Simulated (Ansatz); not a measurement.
# A computed series for hypothetical I4_132 Ge: pressure series

The parent structure is Ge (space group I4_132, No. 214; a = 6.9215 Å; a hypothetical phase, not in the database extracts checked).

Cell and atoms are relaxed at each pressure.

All numbers come from PBE/PAW in Ansatz (an electronic-structure program), scalar-relativistic without spin-orbit coupling.

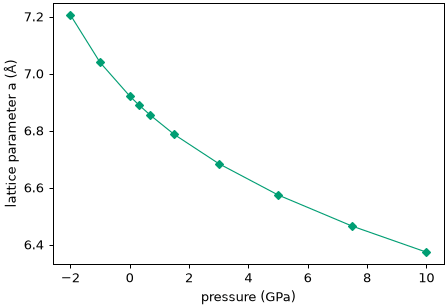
Figure. Lattice parameter a against pressure

```csv
pressure (GPa),lattice parameter a
-2,7.206 Å
-1,7.040 Å
0.3,6.891 Å
0.7,6.854 Å
1.5,6.787 Å
3,6.684 Å
5,6.574 Å
7.5,6.465 Å
10,6.374 Å
```

Load acts through the strain it causes; cell and atoms are relaxed under it. No phonon test of stability was made. Competing high-pressure phases were not computed.
